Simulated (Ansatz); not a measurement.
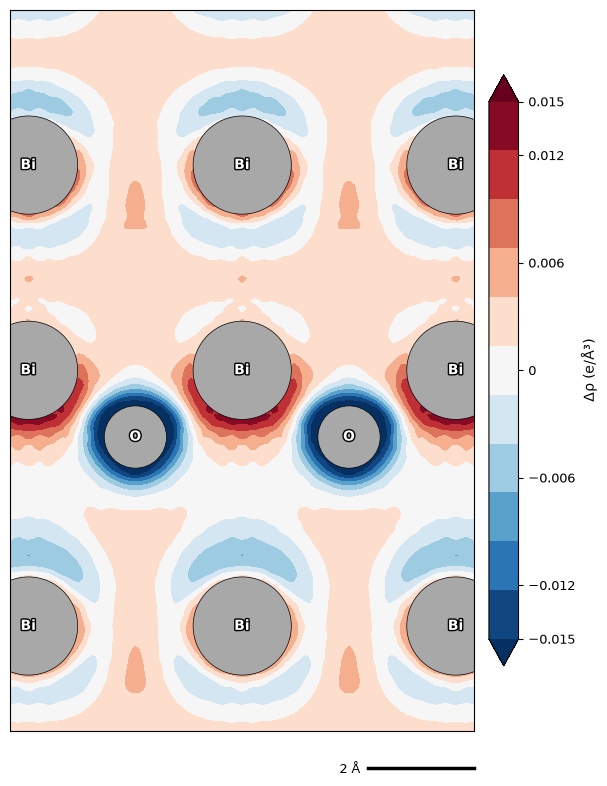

Bi₃O. Difference of the valence pseudo-densities of two functionals at the same geometry, on the (010) plane of the calculation cell: PBE less r2SCAN.

Space group P4/nmm; a generated structure, not necessarily the stable one.

Both computed with Ansatz (plane waves, PAW), on the same k-point mesh. Grey discs cover the atomic cores.

```
CELL_PARAMETERS angstrom
4.02698 0.00000 0.00000
0.00000 4.02698 0.00000
0.00000 0.00000 12.88802
ATOMIC_POSITIONS crystal
Bi 0.50000 0.00000 0.90241
Bi 0.00000 0.50000 0.09759
Bi 0.50000 0.00000 0.60229
Bi 0.00000 0.50000 0.72359
Bi 0.00000 0.50000 0.39771
Bi 0.50000 0.00000 0.27641
O 0.50000 0.50000 0.00000
O 0.00000 0.00000 0.00000
```

Where does the change of functional move the electrons?

Answer. Against r2SCAN, PBE gives more density around Bi (+0.006 e/Å³ on average at 1.1 Å from the nucleus), less density around O (−0.015 e/Å³ on average at 0.7 Å from the nucleus) and a change of +0.006 e/Å³ at the midpoint of Bi–O.
